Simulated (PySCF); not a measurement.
NMR shielding calculation, with input and output: CH8SSi2

The run: NMR shielding calculation of CH8SSi2. Method and program: GIAO WP04/pcSseg-2 NMR shielding, non-relativistic, gas phase (PySCF 2.14.0).

The geometry comes from this level: PBE0-D3(BJ)/def2-SVP. Figures and captions count atoms from 1; the log counts them from 0 in places.

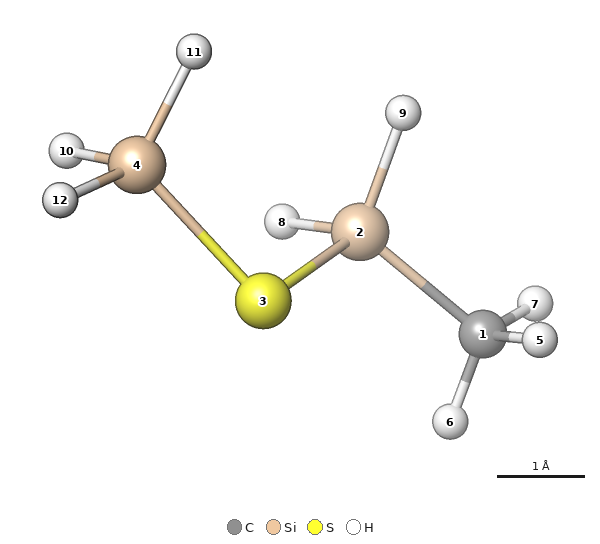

*The structure as given in the input (ball-and-stick view, seen at a tilt; atoms are numbered from 1 in the order of the input).*

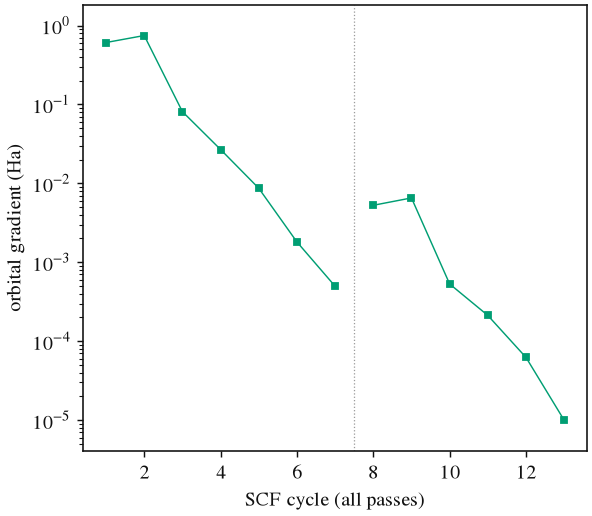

*Convergence of the self-consistent field: orbital gradient against the SCF cycle. The dotted line marks the change from a coarse to the final integration grid.*

The first 7 cycles use a coarse grid, the final grid takes over at cycle 8, and the field converges after 13 cycles in all.

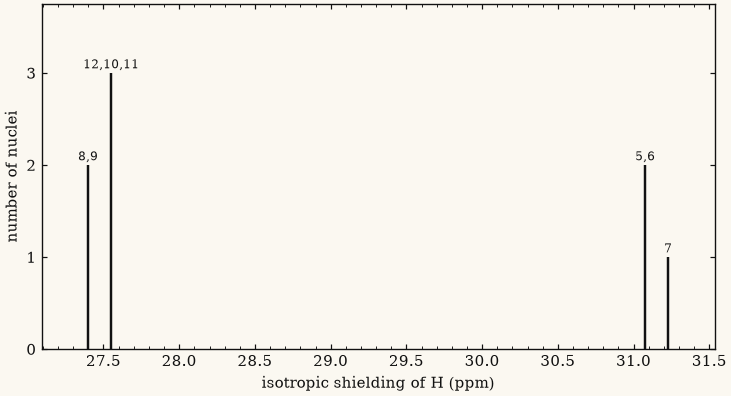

*Isotropic shieldings of the hydrogen nuclei in this fixed geometry, labelled by atom number; shielding grows to the right, so chemical shift grows to the left.*

The least shielded is H8 (27.4 ppm), the most shielded H7 (31.2 ppm).

The input and output of the run follow.

## The input
```
{"job": {"kind": "nmr", "xc": "WP04", "basis": "pcSseg-2", "pop": false}, "charge": 0, "multiplicity": 1}
C     -2.192866     0.381343     0.316449
Si    -0.445079     0.447713     0.975567
S      0.862708     0.707044    -0.722092
Si     2.740770     0.864267     0.307396
H     -2.443572     1.318077    -0.203469
H     -2.309828    -0.451991    -0.392242
H     -2.906919     0.239006     1.142479
H     -0.085433    -0.809970     1.700484
H     -0.264378     1.589703     1.924706
H      3.022181    -0.366854     1.105873
H      2.753315     2.039816     1.229356
H      3.783202     1.034099    -0.743633
```

The first line tells a small driver script what to run in PySCF; the rest is the geometry in Å.

Command:
```bash
OMP_NUM_THREADS=1 python <driver script> task.json out
```

## Output
```
coarse grid: 10920 points
cycle   1  E = -1031.7840567208  dE = -1.198e-01  |g| = 6.089e-01  |ddm| = 2.463e+00
cycle   2  E = -1031.7206481771  dE =  6.341e-02  |g| = 7.466e-01  |ddm| = 1.074e+00
cycle   3  E = -1031.8682984733  dE = -1.477e-01  |g| = 8.105e-02  |ddm| = 6.993e-01
cycle   4  E = -1031.8699838867  dE = -1.685e-03  |g| = 2.684e-02  |ddm| = 1.091e-01
cycle   5  E = -1031.8701718486  dE = -1.880e-04  |g| = 8.665e-03  |ddm| = 3.379e-02
cycle   6  E = -1031.8701889955  dE = -1.715e-05  |g| = 1.808e-03  |ddm| = 7.609e-03
cycle   7  E = -1031.8701896788  dE = -6.834e-07  |g| = 4.965e-04  |ddm| = 1.737e-03
final grid: 89784 points
cycle   8  E = -1031.8852010594  dE = -6.254e-05  |g| = 5.271e-03  |ddm| = 2.391e-02
cycle   9  E = -1031.8851965592  dE =  4.500e-06  |g| = 6.533e-03  |ddm| = 7.255e-03
cycle  10  E = -1031.8852071644  dE = -1.061e-05  |g| = 5.305e-04  |ddm| = 4.330e-03
cycle  11  E = -1031.8852072239  dE = -5.946e-08  |g| = 2.118e-04  |ddm| = 6.454e-04
cycle  12  E = -1031.8852072348  dE = -1.089e-08  |g| = 6.222e-05  |ddm| = 2.530e-04
cycle  13  E = -1031.8852072357  dE = -8.677e-10  |g| = 9.957e-06  |ddm| = 5.896e-05
converged SCF energy = -1031.8852072357

GIAO shielding tensors (ppm)
atom      isotropic    diamagn.    paramagn.     s11        s22        s33       span
  0 C      174.126     245.313     -71.187    168.693    172.513    181.173     12.480
  1 Si     346.097     882.317    -536.221    308.389    334.268    395.634     87.244
  2 S      759.037    1065.069    -306.032    719.683    728.715    828.712    109.029
  3 Si     375.668     880.323    -504.656    335.366    361.121    430.517     95.151
  4 H       31.075      30.123       0.952     27.050     29.502     36.674      9.624
  5 H       31.078      31.540      -0.462     27.040     29.527     36.666      9.626
  6 H       31.228      28.782       2.446     27.233     28.034     38.418     11.186
  7 H       27.391      31.789      -4.398     23.819     26.126     32.228      8.409
  8 H       27.406      30.728      -3.322     23.851     26.243     32.123      8.272
  9 H       27.561      29.849      -2.288     24.177     25.639     32.867      8.689
 10 H       27.562      28.961      -1.399     24.178     25.654     32.854      8.677
 11 H       27.531      28.634      -1.103     24.171     25.285     33.137      8.966
```

## Key numbers

| quantity | value |
| --- | --- |
| outcome | converged |
| total energy | −1031.885207 hartree |
| HOMO | −8.37 eV |
| LUMO | −1.58 eV |
| dipole moment | 1.12 D |
| isotropic shielding, C | 174.1 ppm |
| isotropic shielding, Si | 346.1 to 375.7 ppm |
| isotropic shielding, S | 759.0 ppm |
| isotropic shielding, H | 27.4 to 31.2 ppm |
| hardware | 1 CPU thread, shared host |
| wall time | 49 s |
| peak memory | 1.1 GiB |
